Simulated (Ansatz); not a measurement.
The structure below was relaxed with r2SCAN/PAW in Ansatz (an electronic-structure program), scalar-relativistic without spin-orbit coupling, earlier PAW set.

```
CELL_PARAMETERS angstrom
      3.23521     0.00000     0.00000
     -1.61760     2.80177     0.00000
      0.00000     0.00000     5.21140
ATOMIC_POSITIONS crystal
  Zn 0.33333 0.66667 0.99757
  Zn 0.66667 0.33333 0.49757
  O  0.33333 0.66667 0.37723
  O  0.66667 0.33333 0.87723
```

Q: Find the space group and the Wyckoff positions.

A: Space group P6₃mc (No. 186); a = 3.235 Å, b = 3.235 Å, c = 5.211 Å, α = 90.00°, β = 90.00°, γ = 120.00°

| atom | site | symmetry | x | y | z |
|---|---|---|---|---|---|
| Zn | 2b | 3m. | 0.6667 | 0.3333 | 0.4976 |
| O | 2b | 3m. | 0.3333 | 0.6667 | 0.3772 |

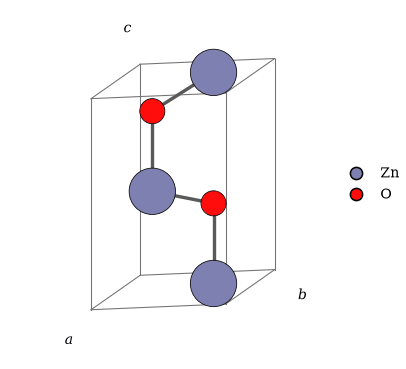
*The conventional cell*

Whether these cells are dynamically stable was not tested. The cell was made from ZnS by this change: S → O.
